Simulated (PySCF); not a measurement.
H6AlNO3, singlet at its PBE0/def2-SVP optimised geometry (Å):

```
11

Al    -0.7103    -0.4955     0.0000
O      1.0208    -0.4955     0.0000
H      1.5151    -0.9669     0.6713
O     -1.5151    -1.8198     0.7721
H     -2.1385    -1.6734     1.4842
O     -1.5092     1.0405     0.0000
H     -1.0782     1.8198     0.3522
N     -1.0338    -1.0198    -1.9181
H     -1.5726    -0.2918    -2.3874
H     -1.5553    -1.8960    -1.9492
H     -0.1432    -1.1417    -2.4000
```

Calculation: PySCF with PBE0/def2-TZVP.

Map of the electron localisation function on the plane z = 1.5 Å:

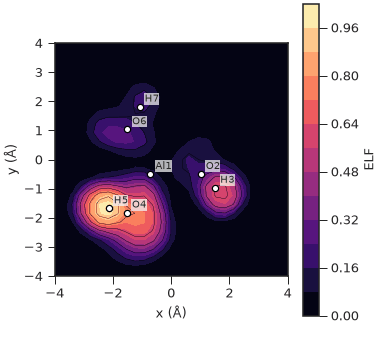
Electron localisation function on the plane z = 1.5 Å.
